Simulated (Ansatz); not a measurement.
Partial pair distribution functions of a relaxed model of amorphous Si30N41Al, broadened by 0.06 Å; density 2.96 g/cm³. All values below come from PBE, scalar-relativistic without spin-orbit coupling (plane waves to 420 eV, PAW; Ansatz, an electronic-structure program).

The cell was made by melting and quenching with the CHGNet potential and then relaxed with DFT. N atoms were pushed apart under 1.9 Å during the dynamics, to hinder bonds among them. The hot cell started wider than the set density and was brought back towards it in steps. It is the lowest in DFT energy of 2 quenches. It is a model cell: composition and starting density were chosen by hand, and all elements were melted together. No dispersion term was used. Its density started from a set value of 2.96 and ended at 2.96 g/cm³. The quench (nominally 380 K/ps over its main leg) was far faster than any real one, so the model tends to hold more defects than a real film. A cell of this size samples the disorder only roughly. The volume was held where the preparation left it, at a PBE pressure of 0.2 GPa. Stress components on the final sampling reach 5.0 GPa.

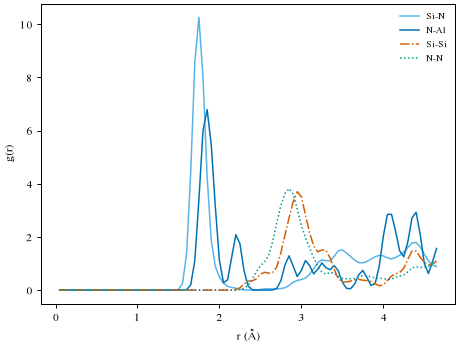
*Partial pair distribution functions*

Highest peaks under 4.5 Å: Si-N near 1.75 Å, N-Al near 1.85 Å, Si-Si near 2.95 Å, N-N near 2.85 Å; pairs of few atoms are noisy.

Within 2.26 Å each Si has 4.07 N neighbours on average.
